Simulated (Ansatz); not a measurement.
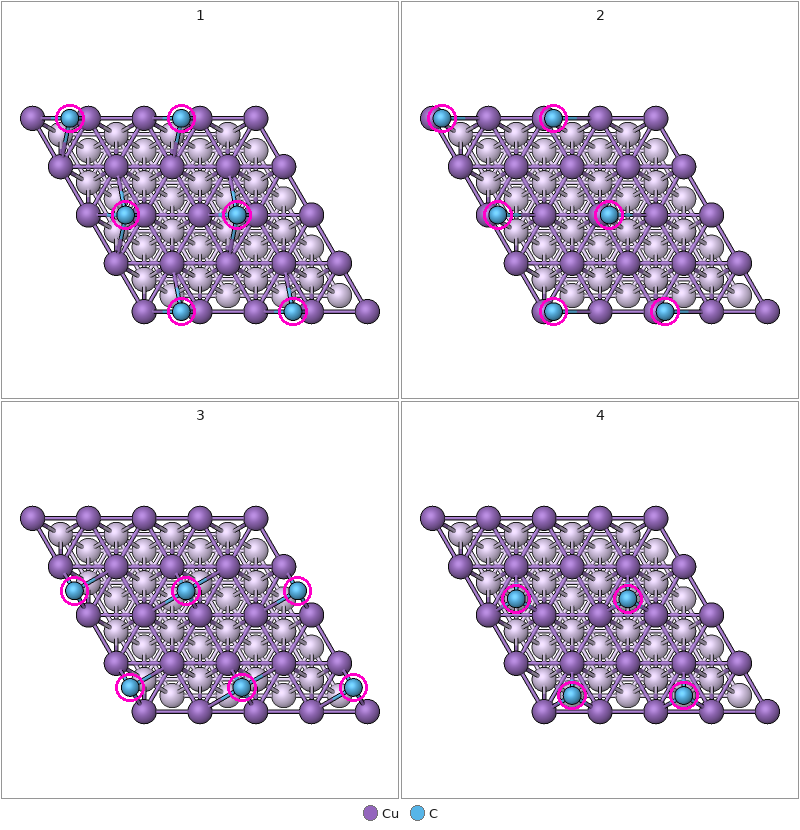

C on a Cu(111) slab cut from the Fm-3m phase, its upper half relaxed before the scan (12 atoms of substrate and one adsorbate in a 2 × 2 cell). 
- C is moved over the surface cell; relaxed at each place: the height of the adsorbate's atoms; substrate rigid; the origin of the map has the adsorbate above Cu9.
- Places are given modulo a cell vector. The map is drawn in real space over the plane of the surface.
- The scan uses a 6 × 6 grid; 10 points were computed and 26 follow by symmetry.
- Places are given in fractions of the 1 × 1 surface cell.
- Energies: eV, counted from the lowest grid point.
- Computed with Ansatz 0.2.0, DFT LDA, scalar-relativistic, plane waves, PAW. Settings: cutoff 420 eV, k-mesh 6×6×1, gaussian smearing 0.1 eV, no spin polarisation.

The numbered pictures are structures from this grid. Rings mark the moved atoms.

**Rank them by energy, lowest first.**

4, at a threefold hollow over a third-layer Cu atom, (4/6, 2/6) of the cell vectors: 0.00 eV; 3, at a bridge site between two Cu atoms, (0/6, 3/6) of the cell vectors: 0.61 eV; 1, at (4/6, 0/6) of the cell vectors [nearest 1 Cu at 1.66 Å]: 1.42 eV; 2, at (1/6, 0/6) of the cell vectors [nearest 1 Cu at 1.68 Å]: 2.10 eV.

The map, with the structures marked:

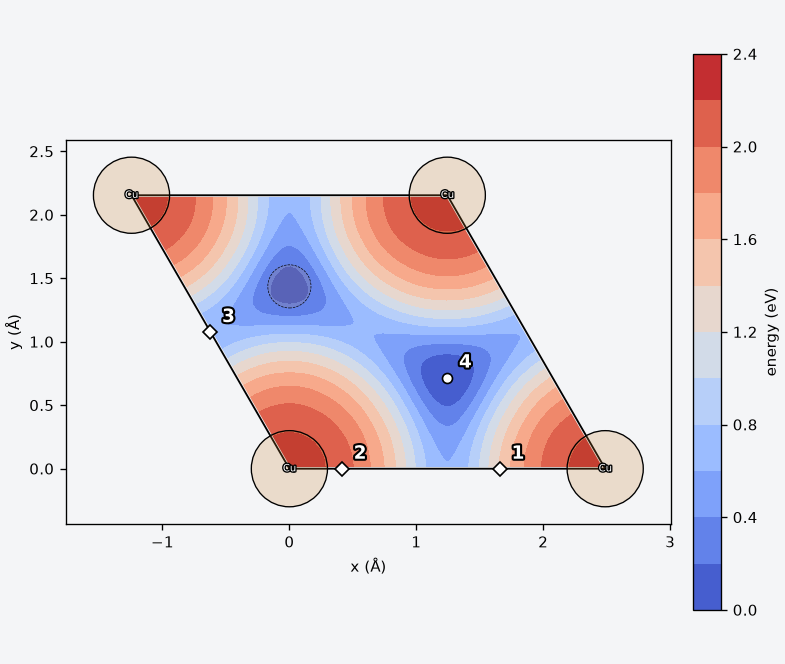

Drawn: filled contours, labelled circles for the atoms of the top layer and small ones for the second layer, the outline of one cell of the plane. Between grid points the surface is interpolated.
